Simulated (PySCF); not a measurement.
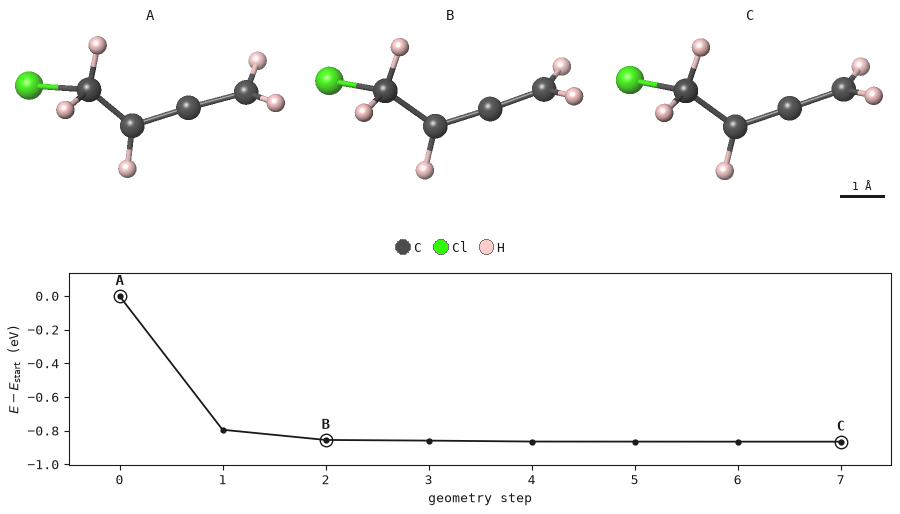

Frames of a relaxation of C$_{4}$H$_{5}$Cl, marked on the history of the run. The picture is a ball-and-stick view, seen at a tilt.

The start comes from MMFF94s. Its atoms were then displaced at random by about 0.03 Å.

Method: PBE0-D3(BJ)/def2-SVP geometry optimisation, gas phase (PySCF 2.14.0, density-fitted response routines). 

Q: What happens along the run?

A: The energy falls by 0.865 eV in 7 geometry steps. An H atom moves most after the best rigid fit: 0.19 Å. Largest moves by element: H 0.19 Å, Cl 0.14 Å, C 0.09 Å. Some distances before and after: C–C 1.379 → 1.492 Å, C–H 1.184 → 1.099 Å, C–H 1.024 → 1.095 Å, C–C 1.361 → 1.307 Å. Bond angles that change, for instance: C–C–H 122.5° → 111.5°, C–C–H 127.0° → 117.1°, H–C–H 101.2° → 109.0°. The run took 23 s on 1 thread of Arm Neoverse V1, on a shared host. From step 0 to 2: H atoms move most (0.18 Å), energy −0.855 eV. From step 2 to 7: H atoms move most (0.03 Å), energy −0.010 eV.

| step | E − E(0), eV |
| --- | --- |
| 0 | 0.0000 |
| 1 | -0.7939 |
| 2 | -0.8545 |
| 3 | -0.8584 |
| 4 | -0.8640 |
| 5 | -0.8644 |
| 6 | -0.8647 |
| 7 | -0.8648 |
